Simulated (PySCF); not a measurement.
Molecule: SMILES CC(C)(C)CC(F)(F)F (C6H11F3). Atoms near the plane z = 1.0 Å, at the GFN2-xTB optimised geometry (x, y, z in Å): C1 (1.4, -0.1, 0.0), C2 (-0.2, -0.1, 0.0), C3 (-0.7, -0.8, 1.3), C4 (-0.7, 1.4, 0.0), H10 (1.8, -1.1, -0.1), H12 (1.7, 0.4, 0.9), H13 (-0.4, -0.2, 2.1), H14 (-1.7, -0.8, 1.3), H15 (-0.3, -1.8, 1.3), H17 (-1.8, 1.4, 0.0), H18 (-0.3, 1.9, 0.9).

Level of theory: B3LYP/def2-SVP (PySCF). Cells within 0.4 Å of a nucleus heavier than hydrogen are left out (blank, or x). The values are rescaled to run from 0 to 1.

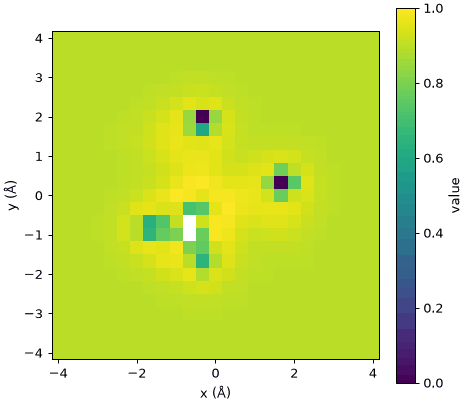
a field on the plane z = 1.0 Å.

Problem. Which quantity is mapped?
(A) Laplacian of the electron density
(B) deformation density (molecule minus spherical neutral atoms)
(C) log10 of the electron density
(D) electron localisation function

Solution. A, Laplacian of the electron density. In full: Laplacian of the electron density (e/bohr⁵), clipped to [-1.50, 1.50].
